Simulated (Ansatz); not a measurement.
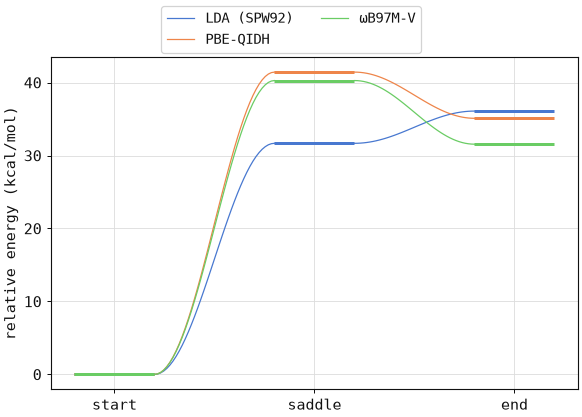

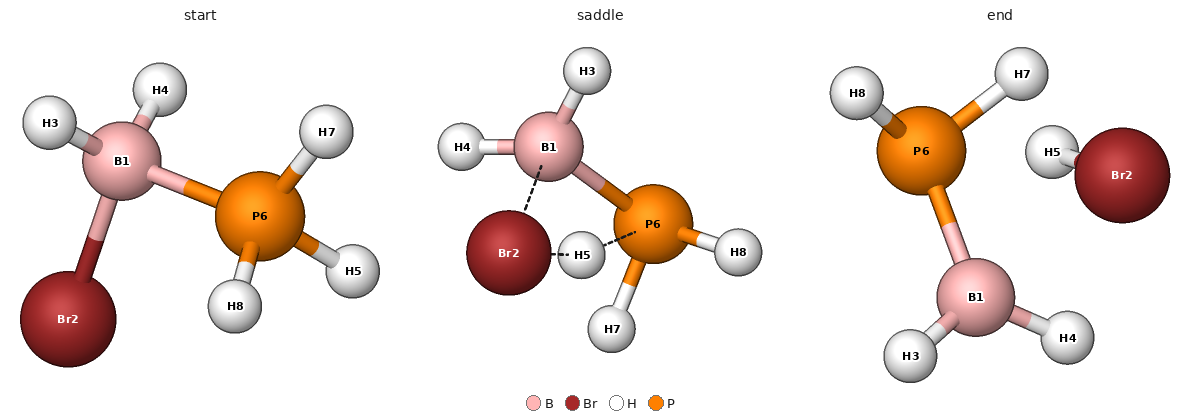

One elementary step of BPH₅Br: start, first-order saddle point (changing pairs dashed) and end. Electronic energies at PBE0-D4/def2-TZVP geometries, energies in def2-TZVPP, the Ansatz code; cores frozen in correlated methods, no zero-point terms. Start and end are the structures at the ends of the path (complexes, where there are several molecules). On heavy atoms the filled d shell below the valence is correlated. Lines between the levels only guide the eye.

Q: Which bonds change in the step?

A: Br2–H5 (3.37 → 1.61 → 1.43 Å) forms; B1–Br2 (2.03 → 2.40 → 3.51 Å) and H5–P6 (1.40 → 1.95 → 2.70 Å) break (lengths at start, saddle and end; changes of bond order aren't listed). The imaginary mode at the saddle is 366.6i cm⁻¹ (PBE0-D4).

Q: Is the step uphill or downhill with LDA (SPW92)?

A: Uphill by 36.1 kcal/mol in electronic energy, over a barrier of 31.7 kcal/mol; the saddle of the PBE0-D4 path lies below an end at this level.

Q: Give the barriers and step energies (kcal/mol).

A:
| level | barrier | reverse barrier | step energy |
| --- | --- | --- | --- |
| LDA (SPW92) | 31.7 | −4.4 | 36.1 |
| PBE-QIDH | 41.4 | 6.3 | 35.1 |
| ωB97M-V | 40.3 | 8.7 | 31.6 |

The points are stationary for PBE0-D4 alone; with LDA (SPW92) the saddle point lies below an end, so these points show no barrier on that side.

Limits of at least one run: no scalar relativity up to krypton.
